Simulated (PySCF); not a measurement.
# Geometry relaxation, with input and output: CH7FGe2O

System: CH7FGe2O.
Method: PBE0-D3(BJ)/def2-SVP geometry optimisation, gas phase (PySCF 2.14.0).

It belongs to a series of runs on one base structure; here: terminal Ge group replaced by H.

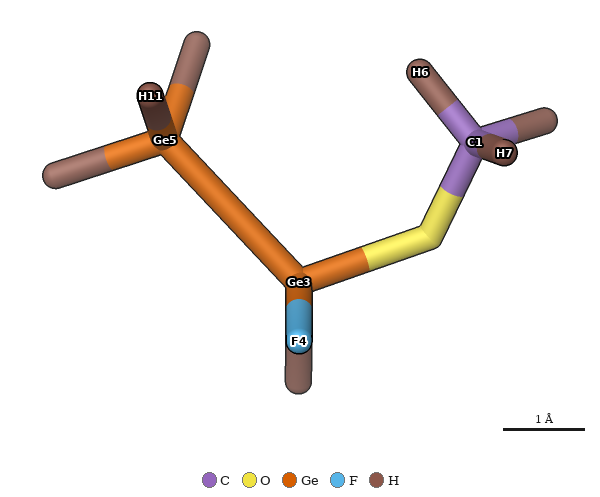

*The starting structure (stick view, seen on its broad side; atoms are numbered from 1 in the order of the input). Sticks mark near contacts.*

Bond lengths as drawn: C–H 1.08 to 1.11 Å, C–O 1.38 Å, F–Ge 1.78 Å, Ge–Ge 2.42 Å, Ge–H 1.49 to 1.52 Å and Ge–O 1.74 Å.

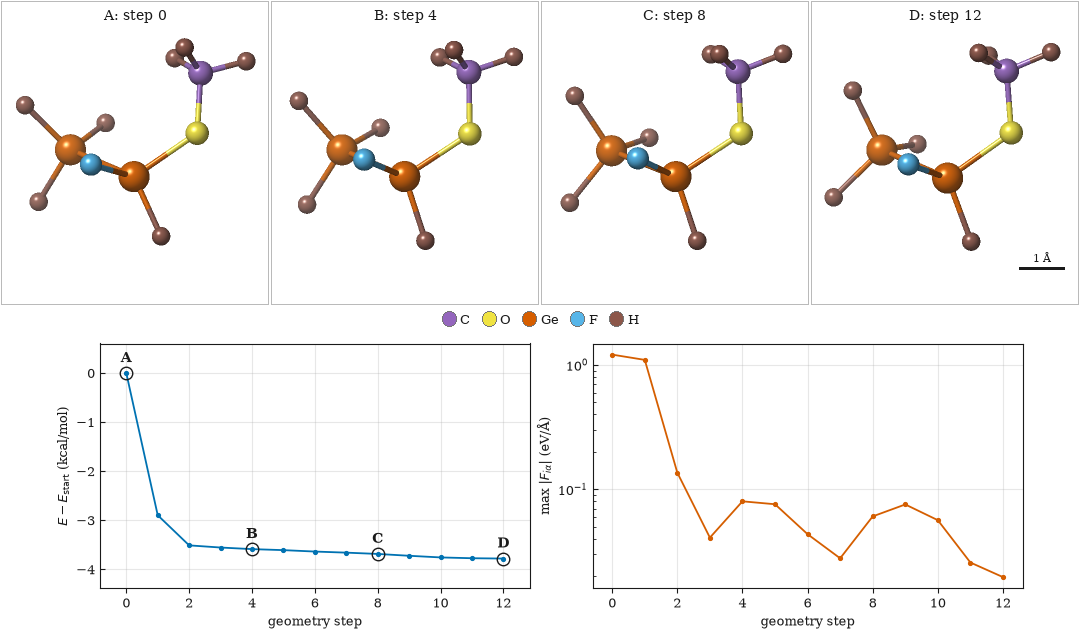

*Frames of the relaxation (ball-and-stick view, seen at a tilt) above the curves, on which the letters mark them (steps are counted from 0).*

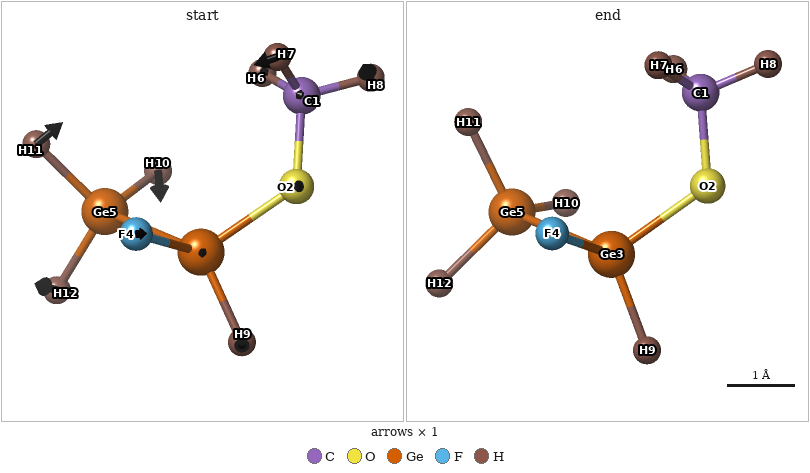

*Before (left) and after (right) the relaxation, at one scale (ball-and-stick view, seen at a tilt). The black arrows give the displacements, at true length.*

The atom that moves furthest after the best rigid fit is H12 (0.53 Å). Largest moves by element: H 0.53 Å, F 0.17 Å, O 0.16 Å, C 0.11 Å, Ge 0.11 Å. Among the contacts that change: Ge5–H11 1.490 → 1.537 Å, Ge5–H12 1.502 → 1.537 Å, O2–Ge3 1.740 → 1.768 Å, Ge3–H9 1.507 → 1.534 Å. Among the angles that change: Ge5–Ge3–H9 127.3° → 120.0°, O2–Ge3–H9 99.1° → 105.0°, C1–O2–Ge3 126.0° → 121.0°. After 12 geometry steps the energy has fallen by 3.78 kcal/mol. The largest force component goes from 1.2 to 0.02 eV/Å. (Atoms are counted from 1 in the order of the input.)

The input and output of the run follow.

Input
```
{"job": {"xc": "PBE0", "basis": "def2-SVP", "d3": "d3bj", "grid": 1, "shake": 0.01, "kind": "geom"}, "charge": 0, "multiplicity": 1}
C     -1.913710     0.186530     0.471110
O     -1.219480    -0.985490     0.241380
Ge     0.342870    -1.118770    -0.512250
F      0.102870    -0.968240    -2.265930
Ge     1.872270     0.659570     0.078450
H     -1.283680     1.029260     0.802970
H     -2.434240     0.528330    -0.444390
H     -2.659970     0.012880     1.235860
H      0.559630    -2.600970    -0.349260
H      1.577510     1.204500     1.468940
H      1.791640     1.816050    -0.857680
H      3.303980     0.208080     0.121780
```

The first line tells a small driver script what to run in PySCF; the rest is the geometry in Å.

Command:
```bash
OMP_NUM_THREADS=1 python <driver script> task.json out
```

The program's output
```
step   0  E = -4369.99771178  max force = 0.023547
step   1  E = -4370.00232485  max force = 0.021365
step   2  E = -4370.00330328  max force = 0.002646
step   3  E = -4370.00337339  max force = 0.000796
step   4  E = -4370.00342511  max force = 0.001557
step   5  E = -4370.00345814  max force = 0.001476
step   6  E = -4370.00350402  max force = 0.000848
step   7  E = -4370.00353947  max force = 0.000542
step   8  E = -4370.00358146  max force = 0.001179
step   9  E = -4370.00364117  max force = 0.001470
step  10  E = -4370.00369470  max force = 0.001099
step  11  E = -4370.00372092  max force = 0.000502
step  12  E = -4370.00373154  max force = 0.000383
optimisation converged
```

Trajectory as extended XYZ (Å, eV, eV/Å), 13 frames, from step=0 to step=12
```
12
Properties=species:S:1:pos:R:3:forces:R:3 step=0 energy=-118913.69464
C    -1.9137    0.1865    0.4711   -0.1115   0.6180  -0.6933
O    -1.2195   -0.9855    0.2414   -0.2509  -0.2233   0.3972
Ge    0.3429   -1.1188   -0.5122    0.0885  -0.0452  -1.2109
F     0.1029   -0.9682   -2.2659    0.1005   0.1468   0.5718
Ge    1.8723    0.6596    0.0785   -0.1815  -0.2269   0.5181
H    -1.2837    1.0293    0.8030    0.1938   0.0495   0.1194
H    -2.4342    0.5283   -0.4444   -0.0460  -0.0007   0.0733
H    -2.6600    0.0129    1.2359   -0.4557  -0.0908   0.4796
H     0.5596   -2.6010   -0.3493    0.4666  -0.4115   0.1894
H     1.5775    1.2045    1.4689   -0.2106   0.0028   0.3242
H     1.7916    1.8160   -0.8577   -0.1920   0.5738  -0.6864
H     3.3040    0.2081    0.1218    0.5987  -0.3927  -0.0824
12
Properties=species:S:1:pos:R:3:forces:R:3 step=1 energy=-118913.82017
C    -1.9026    0.2378    0.4355   -0.0769  -0.1459   0.0557
O    -1.2602   -0.9960    0.2663    0.5524  -0.0865  -0.2100
Ge    0.3297   -1.1467   -0.5463   -0.3338  -0.2246   1.0986
F     0.0560   -0.9026   -2.2274   -0.1346   0.0637  -0.8082
Ge    1.8445    0.6294    0.1219    0.1068   0.1617   0.0148
H    -1.2139    1.0484    0.7395    0.0333   0.0369   0.0224
H    -2.4221    0.5606   -0.4821   -0.0138   0.0309  -0.0572
H    -2.6584    0.1252    1.2331    0.0669   0.0480  -0.0687
H     0.7483   -2.6273   -0.3454   -0.1197   0.2826  -0.0561
H     1.5161    1.1087    1.5512    0.0003  -0.0419  -0.0707
H     1.7011    1.8167   -0.8596    0.0154  -0.1416   0.1111
H     3.3005    0.1170    0.1035   -0.0962   0.0167  -0.0319
12
Properties=species:S:1:pos:R:3:forces:R:3 step=2 energy=-118913.84679
C    -1.8959    0.2320    0.4296   -0.0600   0.0069  -0.0277
O    -1.2455   -0.9995    0.2829    0.1361  -0.0077  -0.0169
Ge    0.3209   -1.1386   -0.5324   -0.1187   0.0412   0.0438
F     0.0283   -0.9024   -2.2423    0.0138  -0.0174   0.0399
Ge    1.8483    0.6313    0.1307    0.0195   0.0225  -0.0067
H    -1.2088    1.0521    0.7172    0.0049   0.0040   0.0059
H    -2.4153    0.5364   -0.4967    0.0143   0.0019   0.0030
H    -2.6494    0.1381    1.2278    0.0072   0.0027  -0.0095
H     0.7288   -2.6032   -0.3400    0.0022  -0.0205  -0.0245
H     1.5341    1.0967    1.5624   -0.0132  -0.0192   0.0070
H     1.6986    1.8161   -0.8360   -0.0002   0.0009   0.0059
H     3.2949    0.1119    0.0869   -0.0057  -0.0153  -0.0202
12
Properties=species:S:1:pos:R:3:forces:R:3 step=3 energy=-118913.84870
C    -1.9013    0.2336    0.4251   -0.0294   0.0146  -0.0320
O    -1.2394   -0.9945    0.2973    0.0165   0.0097   0.0409
Ge    0.3193   -1.1336   -0.5224   -0.0118   0.0082  -0.0331
F     0.0179   -0.8967   -2.2305    0.0081  -0.0031   0.0205
Ge    1.8569    0.6296    0.1321    0.0036   0.0034   0.0040
H    -1.2213    1.0635    0.7024    0.0026  -0.0034   0.0045
H    -2.4196    0.5204   -0.5072    0.0099   0.0013   0.0020
H    -2.6556    0.1455    1.2224   -0.0025  -0.0051  -0.0006
H     0.7267   -2.6001   -0.3425    0.0039  -0.0168  -0.0023
H     1.5564    1.0796    1.5717   -0.0016  -0.0111   0.0060
H     1.6999    1.8221   -0.8228   -0.0015   0.0093   0.0025
H     3.2992    0.1017    0.0645    0.0022  -0.0071  -0.0124
12
Properties=species:S:1:pos:R:3:forces:R:3 step=4 energy=-118913.85011
C    -1.9112    0.2381    0.4173    0.0104   0.0090  -0.0250
O    -1.2326   -0.9844    0.3219   -0.0516   0.0058   0.0636
Ge    0.3169   -1.1275   -0.5092    0.0520  -0.0159  -0.0801
F     0.0007   -0.8862   -2.2138    0.0011   0.0077   0.0035
Ge    1.8716    0.6243    0.1347   -0.0121  -0.0134   0.0095
H    -1.2423    1.0818    0.6803   -0.0021  -0.0038   0.0049
H    -2.4249    0.4970   -0.5252    0.0018   0.0046  -0.0008
H    -2.6694    0.1582    1.2115   -0.0079  -0.0055   0.0010
H     0.7234   -2.5972   -0.3439   -0.0045   0.0025   0.0187
H     1.5976    1.0476    1.5877    0.0106  -0.0032   0.0031
H     1.7015    1.8328   -0.7975   -0.0031   0.0079   0.0053
H     3.3078    0.0866    0.0264    0.0054   0.0043  -0.0037
12
Properties=species:S:1:pos:R:3:forces:R:3 step=5 energy=-118913.85101
C    -1.9174    0.2433    0.4094    0.0247   0.0018  -0.0140
O    -1.2279   -0.9756    0.3436   -0.0605   0.0016   0.0530
Ge    0.3142   -1.1241   -0.5004    0.0599  -0.0158  -0.0759
F    -0.0164   -0.8763   -2.2012   -0.0022   0.0094  -0.0065
Ge    1.8826    0.6173    0.1381   -0.0154  -0.0199   0.0086
H    -1.2576    1.0963    0.6652   -0.0029  -0.0032   0.0057
H    -2.4218    0.4817   -0.5433   -0.0021   0.0063  -0.0025
H    -2.6835    0.1705    1.1965   -0.0086  -0.0030  -0.0005
H     0.7176   -2.5958   -0.3425   -0.0080   0.0078   0.0234
H     1.6369    1.0139    1.6036    0.0143  -0.0008   0.0020
H     1.6978    1.8427   -0.7691   -0.0050   0.0057   0.0065
H     3.3146    0.0770   -0.0097    0.0058   0.0100   0.0002
12
Properties=species:S:1:pos:R:3:forces:R:3 step=6 energy=-118913.85226
C    -1.9235    0.2536    0.3955    0.0285  -0.0033   0.0056
O    -1.2219   -0.9607    0.3779   -0.0436   0.0003   0.0136
Ge    0.3083   -1.1206   -0.4889    0.0407  -0.0082  -0.0340
F    -0.0466   -0.8599   -2.1824   -0.0028   0.0050  -0.0144
Ge    1.8982    0.6026    0.1447   -0.0090  -0.0192   0.0014
H    -1.2777    1.1172    0.6522   -0.0033  -0.0023   0.0064
H    -2.4013    0.4676   -0.5765   -0.0039   0.0056  -0.0025
H    -2.7116    0.1906    1.1615   -0.0061  -0.0009  -0.0031
H     0.7031   -2.5956   -0.3377   -0.0093   0.0095   0.0166
H     1.7063    0.9481    1.6309    0.0127  -0.0014   0.0017
H     1.6823    1.8592   -0.7119   -0.0077   0.0013   0.0067
H     3.3236    0.0689   -0.0752    0.0036   0.0135   0.0018
12
Properties=species:S:1:pos:R:3:forces:R:3 step=7 energy=-118913.85322
C    -1.9237    0.2639    0.3859    0.0164  -0.0041   0.0200
O    -1.2203   -0.9499    0.3990   -0.0118   0.0047  -0.0279
Ge    0.3026   -1.1208   -0.4828    0.0076  -0.0005   0.0143
F    -0.0684   -0.8501   -2.1712    0.0007  -0.0017  -0.0146
Ge    1.9067    0.5889    0.1495    0.0019  -0.0094  -0.0046
H    -1.2882    1.1290    0.6621   -0.0013  -0.0028   0.0057
H    -2.3680    0.4739   -0.6028   -0.0022   0.0029  -0.0008
H    -2.7381    0.2025    1.1241   -0.0025  -0.0003  -0.0036
H     0.6878   -2.5983   -0.3329   -0.0074   0.0056   0.0045
H     1.7613    0.8894    1.6507    0.0069  -0.0043   0.0022
H     1.6594    1.8705   -0.6606   -0.0087  -0.0009   0.0052
H     3.3279    0.0721   -0.1308    0.0003   0.0106  -0.0005
12
Properties=species:S:1:pos:R:3:forces:R:3 step=8 energy=-118913.85436
C    -1.9187    0.2748    0.3814    0.0004  -0.0035   0.0277
O    -1.2234   -0.9437    0.4057    0.0226   0.0063  -0.0606
Ge    0.2973   -1.1250   -0.4817   -0.0278   0.0058   0.0529
F    -0.0798   -0.8485   -2.1679    0.0061  -0.0069  -0.0104
Ge    1.9085    0.5764    0.1521    0.0112   0.0051  -0.0078
H    -1.2900    1.1310    0.6976    0.0012  -0.0020   0.0040
H    -2.3215    0.5034   -0.6211   -0.0001   0.0002   0.0011
H    -2.7634    0.2073    1.0842    0.0015  -0.0002  -0.0029
H     0.6724   -2.6046   -0.3294   -0.0046   0.0005  -0.0065
H     1.8024    0.8371    1.6640    0.0006  -0.0072   0.0029
H     1.6274    1.8771   -0.6158   -0.0079  -0.0013   0.0042
H     3.3279    0.0855   -0.1789   -0.0033   0.0032  -0.0046
12
Properties=species:S:1:pos:R:3:forces:R:3 step=9 energy=-118913.85599
C    -1.9075    0.2884    0.3822   -0.0142  -0.0021   0.0258
O    -1.2331   -0.9419    0.3951    0.0491   0.0046  -0.0756
Ge    0.2915   -1.1340   -0.4861   -0.0561   0.0106   0.0718
F    -0.0788   -0.8558   -2.1737    0.0120  -0.0086  -0.0026
Ge    1.9032    0.5641    0.1528    0.0156   0.0206  -0.0069
H    -1.2842    1.1193    0.7685    0.0034  -0.0008   0.0012
H    -2.2522    0.5651   -0.6299    0.0011  -0.0021   0.0027
H    -2.7909    0.2071    1.0341    0.0047  -0.0003  -0.0006
H     0.6547   -2.6155   -0.3281   -0.0002  -0.0046  -0.0143
H     1.8349    0.7830    1.6735   -0.0044  -0.0091   0.0034
H     1.5793    1.8806   -0.5703   -0.0046  -0.0003   0.0048
H     3.3222    0.1108   -0.2280   -0.0063  -0.0079  -0.0097
12
Properties=species:S:1:pos:R:3:forces:R:3 step=10 energy=-118913.85745
C    -1.8959    0.3004    0.3872   -0.0161   0.0003   0.0156
O    -1.2465   -0.9431    0.3697    0.0391   0.0031  -0.0565
Ge    0.2866   -1.1428   -0.4935   -0.0497   0.0096   0.0527
F    -0.0638   -0.8666   -2.1859    0.0138  -0.0047   0.0035
Ge    1.8946    0.5554    0.1527    0.0099   0.0232  -0.0020
H    -1.2780    1.0953    0.8499    0.0029  -0.0005  -0.0021
H    -2.1829    0.6375   -0.6248    0.0010  -0.0022   0.0030
H    -2.8140    0.2042    0.9871    0.0049  -0.0012   0.0019
H     0.6391   -2.6262   -0.3308    0.0041  -0.0060  -0.0132
H     1.8556    0.7388    1.6793   -0.0036  -0.0082   0.0028
H     1.5324    1.8827   -0.5322    0.0000   0.0008   0.0063
H     3.3119    0.1355   -0.2686   -0.0064  -0.0143  -0.0118
12
Properties=species:S:1:pos:R:3:forces:R:3 step=11 energy=-118913.85816
C    -1.8896    0.3133    0.3903   -0.0102   0.0013   0.0080
O    -1.2612   -0.9401    0.3437    0.0081   0.0013  -0.0258
Ge    0.2806   -1.1477   -0.4986   -0.0182   0.0043   0.0159
F    -0.0456   -0.8707   -2.1959    0.0108   0.0023   0.0045
Ge    1.8907    0.5452    0.1552   -0.0011   0.0127   0.0036
H    -1.2831    1.0708    0.9248    0.0020   0.0000  -0.0058
H    -2.1182    0.7063   -0.6165   -0.0008  -0.0017   0.0024
H    -2.8395    0.2048    0.9359    0.0021  -0.0009   0.0036
H     0.6217   -2.6337   -0.3360    0.0056  -0.0035  -0.0057
H     1.8917    0.6831    1.6871    0.0021  -0.0046   0.0016
H     1.4928    1.8868   -0.4801    0.0036   0.0019   0.0069
H     3.2988    0.1528   -0.3196   -0.0039  -0.0134  -0.0092
12
Properties=species:S:1:pos:R:3:forces:R:3 step=12 energy=-118913.85845
C    -1.8919    0.3239    0.3891   -0.0002  -0.0004   0.0016
O    -1.2725   -0.9333    0.3277   -0.0197  -0.0015  -0.0044
Ge    0.2751   -1.1465   -0.4997    0.0108   0.0006  -0.0117
F    -0.0322   -0.8636   -2.1998    0.0056   0.0088   0.0024
Ge    1.8946    0.5343    0.1608   -0.0099  -0.0014   0.0065
H    -1.2974    1.0593    0.9659    0.0020   0.0013  -0.0063
H    -2.0829    0.7480   -0.6129   -0.0034  -0.0010   0.0008
H    -2.8608    0.2083    0.8984    0.0002  -0.0012   0.0053
H     0.6069   -2.6354   -0.3424    0.0030   0.0005   0.0029
H     1.9387    0.6268    1.6954    0.0073  -0.0014   0.0010
H     1.4741    1.8918   -0.4237    0.0047   0.0027   0.0063
H     3.2874    0.1573   -0.3685   -0.0006  -0.0071  -0.0043
```

Results in brief

- outcome: converged
- total energy: −4370.003732 hartree
- dipole moment: 2.10 D
- point group: C1
- hardware: 1 CPU thread, shared host
- wall time: 2.5 min
- peak memory: 0.55 GiB
